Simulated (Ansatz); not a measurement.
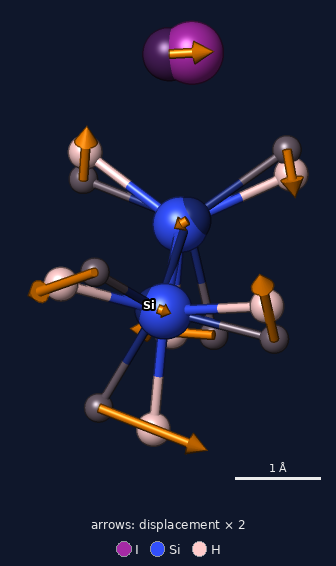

A relaxation of Si2H6I (multiplicity 2) (started from a transition state, displaced along its imaginary mode). The starting structure is drawn faded, the final one solid; orange arrows show the displacements, 2 times their true length. The two geometries are superimposed by the best rigid fit.

A ball-and-stick model, seen from a free direction.

Method: UKS PBE0-D4/def2-TZVP in Ansatz 0.2.0.

The input:
```yaml
crystal:
  periodic: [false, false, false]
  atoms:
    - {symbol: I, position_ang: [-2.047832, -1.577071, -0.053979]}
    - {symbol: Si, position_ang: [-0.310979, 0.762311, -0.904936]}
    - {symbol: Si, position_ang: [0.574901, -0.536238, 0.959158]}
    - {symbol: H, position_ang: [-1.729786, 1.093010, -1.354495]}
    - {symbol: H, position_ang: [0.341423, 2.024676, -0.456754]}
    - {symbol: H, position_ang: [0.414648, 0.176932, -2.056775]}
    - {symbol: H, position_ang: [0.002400, -0.178336, 2.273921]}
    - {symbol: H, position_ang: [0.884379, -1.970197, 0.809299]}
    - {symbol: H, position_ang: [1.870646, 0.204914, 0.784662]}
basis:
  gaussian: {orbitals: def2-TZVP}
magnetization: {spin_polarized: true, initial_magnetization: 1}
hamiltonian: {xc: pbe0, dispersion: d4}
relax: {f_tol: 0.005, max_steps: 200}
```

Command:
```bash
ansatz run in.yaml --threads 8 --pin off --events-out ev --progress --plain --max-ram 19148MiB
```

Atoms of which element are displaced furthest, and by how much?

Hydrogen: up to 0.71 Å, against 0.28 Å for iodine.

What did the optimiser do to the structure, and how much energy did it gain?

Over 18 geometry steps the energy falls by 5.95 kJ/mol. The largest force component goes from 0.79 to 0.0025 eV/Å. The forces were under the threshold at step 12, but the run went on from there. H5 moves most after the best rigid fit: 0.71 Å. By element the largest moves are H 0.71 Å, I 0.28 Å, Si 0.10 Å. Some distances before and after: I1–Si3 2.998 → 3.095 Å, I1–Si2 3.035 → 3.095 Å, Si2–H4 1.525 → 1.479 Å, Si2–Si3 2.438 → 2.445 Å. Among the angles between lasting bonds that change: Si3–Si2–H4 132.8° → 115.5°, Si3–Si2–H6 101.9° → 115.5°, Si2–Si3–H9 87.8° → 95.8°. Groups turn about Si2–Si3 by about 40°.
